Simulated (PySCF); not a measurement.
# Chlorothioborine (BSCl): NMR shifts, electronic excitations and K edges in gas and solvents, part 2 of 2

PySCF 2.14.0. Atoms count from 0. Earlier steps stand in the parts before.

**6. TDDFT and polarisability: B3LYP/def2-SVPD in dichloromethane**

The job: settings as JSON, then the geometry in Å.

```
{"job": {"kind": "uv", "xc": "B3LYP", "basis": "def2-SVPD", "solvent": "dichloromethane", "nstates": 6, "ntriplets": 0}, "charge": 0, "multiplicity": 1}
S     -1.692517     0.182782    -0.113902
B     -0.081187     0.114714    -0.111285
Cl     1.604489     0.043819    -0.108561
```

Level: TDDFT B3LYP/def2-SVPD, vertical, IEF-PCM dichloromethane (non-equilibrium linear response), core orbitals frozen in the response.

What it wrote:

```text
coarse grid: 4336 points
cycle   1  E = -882.9526501985  dE =  3.287e-01  |g| = 2.497e-01  |ddm| = 2.459e+00
cycle   2  E = -882.9091694656  dE =  4.348e-02  |g| = 4.496e-01  |ddm| = 8.671e-01
cycle   3  E = -882.9735471579  dE = -6.438e-02  |g| = 4.454e-02  |ddm| = 5.848e-01
cycle   4  E = -882.9742079841  dE = -6.608e-04  |g| = 1.176e-02  |ddm| = 7.503e-02
cycle   5  E = -882.9742514149  dE = -4.343e-05  |g| = 3.555e-03  |ddm| = 1.775e-02
cycle   6  E = -882.9742551974  dE = -3.783e-06  |g| = 3.443e-04  |ddm| = 5.506e-03
final grid: 34704 points
cycle   7  E = -883.0591579113  dE = -4.325e-06  |g| = 1.091e-03  |ddm| = 1.891e-02
cycle   8  E = -883.0591578964  dE =  1.499e-08  |g| = 1.055e-03  |ddm| = 3.234e-03
cycle   9  E = -883.0591581941  dE = -2.977e-07  |g| = 1.470e-04  |ddm| = 1.698e-03
cycle  10  E = -883.0591582005  dE = -6.368e-09  |g| = 5.040e-05  |ddm| = 3.014e-04
cycle  11  E = -883.0591582011  dE = -6.285e-10  |g| = 2.150e-05  |ddm| = 8.399e-05
converged SCF energy = -883.0591582011

Static polarisability (au): isotropic 63.457, principal 47.650 47.662 95.060

Singlet excitations
state   eV       nm        f      main configurations
  1   5.3494    231.8   0.00000   H->L+1 0.46, H-1->L 0.46
  2   5.4999    225.4   0.00000   H-1->L+1 0.48, H->L 0.48
  3   5.5000    225.4   0.00000   H-1->L 0.48, H->L+1 0.48
  4   6.6312    187.0   0.04394   H-1->L+2 0.54, H->L+2 0.45
  5   6.6312    187.0   0.04394   H->L+2 0.54, H-1->L+2 0.45
  6   7.4282    166.9   0.98598   H->L 0.39, H-1->L+1 0.39
```

Run time: 4.7 s. Hardware: 1 thread, shared host.

This run: HOMO -8.10 eV, LUMO -1.19 eV; lowest singlet 5.35 eV.

**7. TDDFT and polarisability: B3LYP/def2-SVPD in dimethylsulfoxide**

The job: settings as JSON, then the geometry in Å.

```
{"job": {"kind": "uv", "xc": "B3LYP", "basis": "def2-SVPD", "solvent": "dimethylsulfoxide", "nstates": 6, "ntriplets": 0}, "charge": 0, "multiplicity": 1}
S     -1.692517     0.182782    -0.113902
B     -0.081187     0.114714    -0.111285
Cl     1.604489     0.043819    -0.108561
```

Method: TDDFT B3LYP/def2-SVPD, vertical, IEF-PCM dimethylsulfoxide (non-equilibrium linear response), core orbitals frozen in the response.

What it wrote:

```text
coarse grid: 4336 points
cycle   1  E = -882.9534117081  dE =  3.279e-01  |g| = 2.478e-01  |ddm| = 2.459e+00
cycle   2  E = -882.9145948044  dE =  3.882e-02  |g| = 4.323e-01  |ddm| = 8.521e-01
cycle   3  E = -882.9738542675  dE = -5.926e-02  |g| = 4.347e-02  |ddm| = 5.704e-01
cycle   4  E = -882.9744848716  dE = -6.306e-04  |g| = 1.131e-02  |ddm| = 7.359e-02
cycle   5  E = -882.9745251742  dE = -4.030e-05  |g| = 3.415e-03  |ddm| = 1.755e-02
cycle   6  E = -882.9745286301  dE = -3.456e-06  |g| = 3.450e-04  |ddm| = 5.359e-03
final grid: 34704 points
cycle   7  E = -883.0594307810  dE = -4.332e-06  |g| = 1.118e-03  |ddm| = 1.889e-02
cycle   8  E = -883.0594307587  dE =  2.227e-08  |g| = 1.092e-03  |ddm| = 3.380e-03
cycle   9  E = -883.0594310806  dE = -3.219e-07  |g| = 1.637e-04  |ddm| = 1.795e-03
cycle  10  E = -883.0594310883  dE = -7.685e-09  |g| = 5.943e-05  |ddm| = 3.262e-04
cycle  11  E = -883.0594310893  dE = -9.737e-10  |g| = 1.896e-05  |ddm| = 9.125e-05
converged SCF energy = -883.0594310893

Static polarisability (au): isotropic 66.390, principal 50.032 50.042 99.096

Singlet excitations
state   eV       nm        f      main configurations
  1   5.3629    231.2   0.00000   H->L 0.37, H-1->L+1 0.37, H->L+1 0.12
  2   5.5108    225.0   0.00000   H->L+1 0.32, H-1->L 0.32, H-1->L+1 0.18
  3   5.5108    225.0   0.00000   H-1->L+1 0.32, H->L 0.32, H-1->L 0.18
  4   6.6501    186.4   0.04651   H-1->L+2 0.98
  5   6.6502    186.4   0.04648   H->L+2 0.98
  6   7.4069    167.4   1.00902   H->L+1 0.32, H-1->L 0.32, H->L 0.11
```

It took 4.9 s on 1 thread, shared host.

This run: HOMO -8.11 eV, LUMO -1.19 eV; lowest singlet 5.36 eV.

**8. Core excitations: BHandHLYP/def2-SVPD+aug-pcX-1**

The job: settings as JSON, then the geometry in Å.

```
{"job": {"kind": "xas", "xc": "BHandHLYP", "basis": {"default": "aug-pcX-1", "H": "pcseg-1", "Cl": "def2-SVPD", "S": "def2-SVPD"}}, "charge": 0, "multiplicity": 1}
S     -1.692517     0.182782    -0.113902
B     -0.081187     0.114714    -0.111285
Cl     1.604489     0.043819    -0.108561
```

Level: core-valence-separated TDA BHandHLYP/aug-pcX-1 H:pcseg-1 Cl:def2-SVPD S:def2-SVPD, K edges, non-relativistic, gas phase.

What it wrote:

```text
coarse grid: 4336 points
cycle   1  E = -882.9244660113  dE =  3.897e-01  |g| = 3.268e-01  |ddm| = 2.025e+00
cycle   2  E = -882.8868536081  dE =  3.761e-02  |g| = 5.018e-01  |ddm| = 8.807e-01
cycle   3  E = -882.9646677381  dE = -7.781e-02  |g| = 1.586e-02  |ddm| = 5.546e-01
cycle   4  E = -882.9648139880  dE = -1.462e-04  |g| = 8.118e-03  |ddm| = 4.198e-02
cycle   5  E = -882.9648365371  dE = -2.255e-05  |g| = 1.954e-03  |ddm| = 1.642e-02
cycle   6  E = -882.9648379822  dE = -1.445e-06  |g| = 7.255e-04  |ddm| = 4.273e-03
final grid: 34704 points
cycle   7  E = -883.0217425562  dE = -1.178e-05  |g| = 1.183e-03  |ddm| = 9.816e-03
cycle   8  E = -883.0217424878  dE =  6.841e-08  |g| = 1.025e-03  |ddm| = 1.858e-03
cycle   9  E = -883.0217427962  dE = -3.084e-07  |g| = 3.133e-04  |ddm| = 1.356e-03
cycle  10  E = -883.0217428268  dE = -3.061e-08  |g| = 4.160e-05  |ddm| = 4.175e-04
cycle  11  E = -883.0217428274  dE = -5.343e-10  |g| = 9.815e-06  |ddm| = 6.579e-05
converged SCF energy = -883.0217428274

B K edge
   eV          f      from atoms
  189.093   0.08842   B1
  189.093   0.08842   B1
  192.018   0.01139   B1
  194.200   0.00819   B1
  194.833   0.00276   B1
  194.833   0.00276   B1
  194.894   0.00032   B1
  195.825   0.01568   B1
```

It took 3 s on 1 thread, shared host.

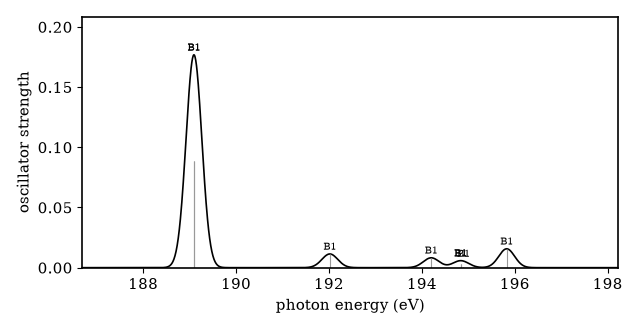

The B K edge. Lines are broadened to a width of 0.40 eV (Gaussian).

**9. Run by run: NMR shifts**

Isotropic shieldings (ppm), with basis size and wall time:

```tsv
run	S0	B1	Cl2	functions	time
PBE0/pcSseg-1 in dichloromethane	622	60.1	845	65	8.1 s
PBE0/pcSseg-1 in dimethylsulfoxide	625	59.8	843	65	4.2 s
```

The continuum's effect on the ground state:

```tsv
solvent	ε	polarisation energy (Eh)	μ (D)
dichloromethane	8.93	-0.0019	2.18
dimethylsulfoxide	46.83	-0.0023	2.27
```

**10. Side by side: electronic excitations**

Excitations and ground-state properties, with basis size and wall time:

```tsv
run	lowest singlet (eV)	brightest (eV)	f	gap (eV)	α (Å³)	μ (D)	functions	time
B3LYP/def2-SVPD	5.27	7.66	0.736	6.84	7.23	1.64	74	8.5 s
B3LYP/def2-SVPD in dichloromethane	5.35	7.43	0.986	6.90	9.40	2.19	74	4.7 s
B3LYP/def2-SVPD in dimethylsulfoxide	5.36	7.41	1.009	6.91	9.84	2.28	74	4.9 s
```

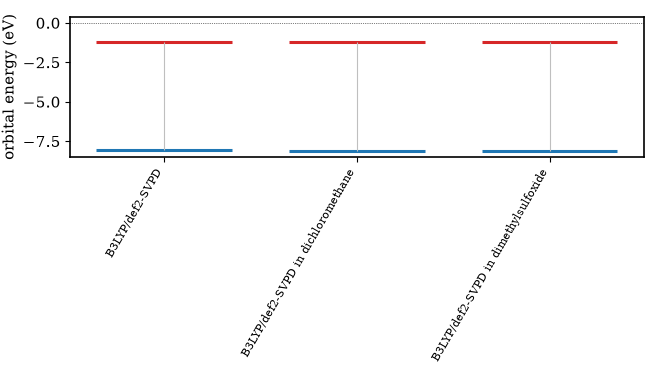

HOMO (blue) and LUMO (red) run by run.

The continuum's effect on the ground state:

```tsv
solvent	ε	polarisation energy (Eh)	μ (D)
dichloromethane	8.93	-0.0019	2.19
dimethylsulfoxide	46.83	-0.0023	2.28
```

**11. Results**

The summary covers parts 1 to 2.

| quantity | value |
| --- | --- |
| point group | C∞v |
| rotational constants (main isotopes) | 2.78, 2.78 GHz |
| ³³S shifts against CS2 (PBE0/pcSseg-1, dichloromethane) | -126 ppm |
| ¹¹B shifts against BF3·OEt2 (PBE0/pcSseg-1, dichloromethane) | 41.2 ppm |
| shieldings of Cl (PBE0/pcSseg-1, dichloromethane) | Cl2 845.1 ppm |
| lowest singlet (B3LYP/def2-SVPD) | 5.27 eV (235 nm), f = 0.000 |
| brightest single state of those computed | state 6, 7.66 eV, f = 0.736 |
| surface potential, 1st and 99th percentile | -0.38 V and 1.02 V |
| B K edge | first line 189.09 eV, strongest 189.09 eV (f = 0.088) |
| range of the shielding of S0 | 622 to 625 ppm |
| range of the lowest singlet | 5.27 to 5.36 eV |

In words: The optimisation took 4 steps and gained 0.040 eV; among the close pairs (by a distance rule), B1–Cl2 changed most, from 1.638 to 1.687 Å. At PBE0/pcSseg-1: Shielding is most anisotropic at S0 (span 659 ppm, paramagnetic term -437 ppm). The first singlet state (HOMO→LUMO+1 0.49, HOMO−1→LUMO 0.49) lies at 5.27 eV and is dark; of the 6 states computed, the strongest absorption comes from state 6 at 7.66 eV (the last computed, so partners may be missing). At the B edge the strongest single line lifts a 1s electron of B1 into LUMO (weight 0.92), and it is the first line. Absolute edge energies from this method are off by several eV; spacings are better. Across the 2 runs the shielding of S0 moves most, between 622 (PBE0/pcSseg-1 in dichloromethane) and 625 ppm (PBE0/pcSseg-1 in dimethylsulfoxide). The continuum holds electrostatics alone: no hydrogen bonds to the solvent, and the gas-phase geometry is kept. The lowest singlet runs from 5.27 eV (B3LYP/def2-SVPD) to 5.36 eV (B3LYP/def2-SVPD in dimethylsulfoxide), while the orbital gap spans 6.84 to 6.91 eV. The lowest state need not be the same one in every run.
